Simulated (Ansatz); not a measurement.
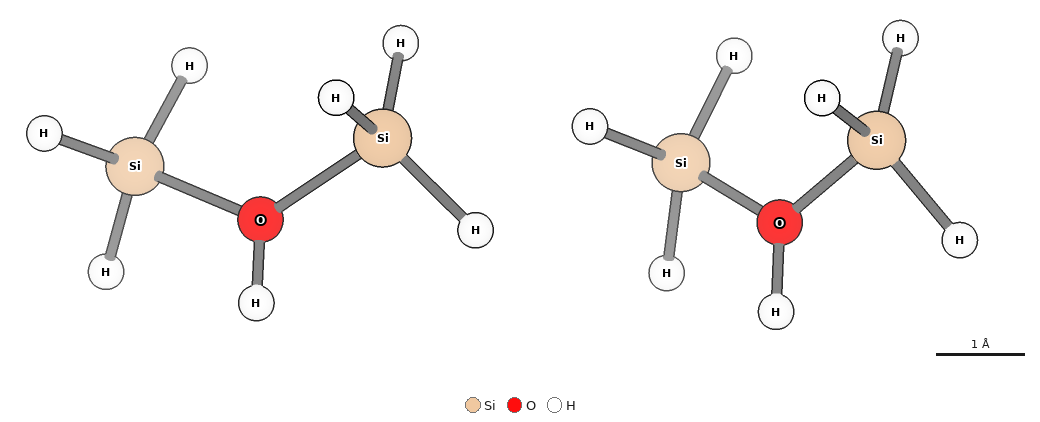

Two geometries of Si2H7O (charge +1), drawn at one scale. One is the start of a relaxation, the other its converged end. Style: ball-and-stick. Shown at a tilt.

Level of theory: Ansatz 0.2.0, RKS PBE-D4/def2-SVP. Set-up: force threshold 0.03 eV/Å; at most 250 steps.

> Which of the two is the end point?

The left one is the relaxed one. It is one of the separated reactants of a reaction. After 6 geometry steps the energy has fallen by 77.3 kcal/mol. The largest force component goes from 8.7 to 0.0042 eV/Å. The largest moves after the best rigid fit, 0.52 Å, are those of H atoms. By element the largest moves are H 0.52 Å, Si 0.35 Å, O 0.04 Å. Near-neighbour distances that change, for instance: Si–Si 2.631 → 3.328 Å, O–Si 1.549 → 1.835 Å, H–Si 1.578 → 1.489 Å, H–O 1.046 → 0.983 Å. Among the angles between lasting bonds that change: Si–O–Si 116.2° → 130.2°, O–Si–H 89.0° → 101.7°, O–Si–H 109.3° → 100.8°.
